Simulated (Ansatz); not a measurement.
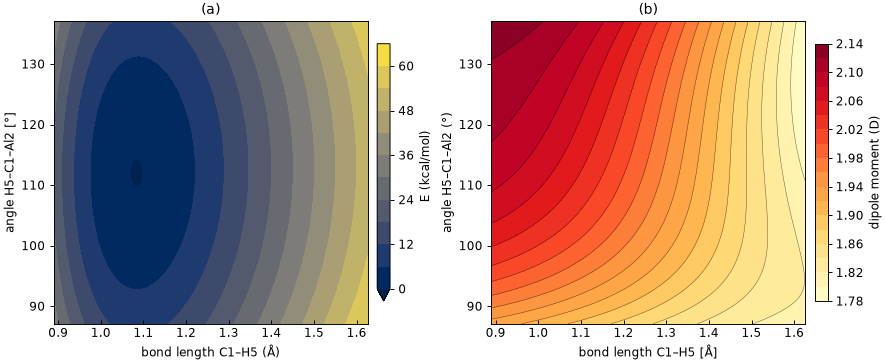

CH3AlCl2, SMILES [CH3][Al]([Cl])[Cl]. 
- Coordinates scanned: (1) bond length C1–H5; (2) angle H5–C1–Al2.
- Nothing is relaxed (all other coordinates rigid).
- The scan uses a 15 × 15 grid.
- Points are written as (first, second).
- Energies: kcal/mol, counted from the lowest grid point.
- The reference is spin-restricted, which grows unreliable where a bond is stretched far.
- Theory: RHF/def2-TZVP in Ansatz.

Panel (a) is the energy and panel (b) the computed dipole moment on the same grid.

Drawn: filled contours. Between grid points the surface is interpolated.

How does the dipole moment vary over the map, and what is it at the lowest grid point?

Answer. Leaving out the highest fifth of the energies, it runs from 1.83 D at (1.415 Å, 87.1°) to 2.13 D at (0.889 Å, 137.1°). At the lowest grid point, (1.100 Å, 112.1°), it is 2.04 D.
